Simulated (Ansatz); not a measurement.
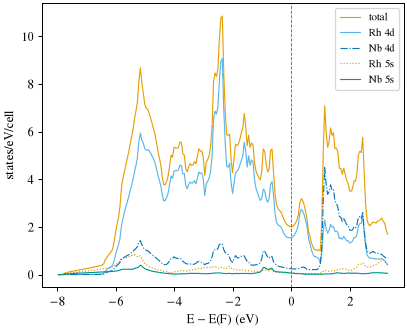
Total and projected density of states of NbRh₃ (Cu3Au type, Pm-3m), DFT-LDA in the program Ansatz with PAW potentials

Task: Which orbitals carry the states next to the Fermi level?

Result: Within 0.5 eV of the Fermi level: Rh 4d 80 %, Nb 4d 12 %. Projections are on Löwdin-orthogonalised atomic valence shells; empty p or d shells of many metals are not among them.

Task: Where is the tallest occupied peak in this window, and what makes it?

Result: Near -2.4 eV, about 11 states/eV per cell; the largest projected share is Rh 4d.

The first step of the workflow began from a Materials Project structure, measured or hypothetical; the Crystallography Open Database files this formula in space group No. 221, but the cells were not matched. Whether it is the stable phase at ambient conditions was not checked. The LDA relaxation kept the symmetry of its start; of distortions, only those at the zone centre were tested. The run is not spin-polarised. Scalar-relativistic: spin–orbit coupling is off unless named, which matters more the heavier the elements.

Potentials: the later of the program's two PAW sets.
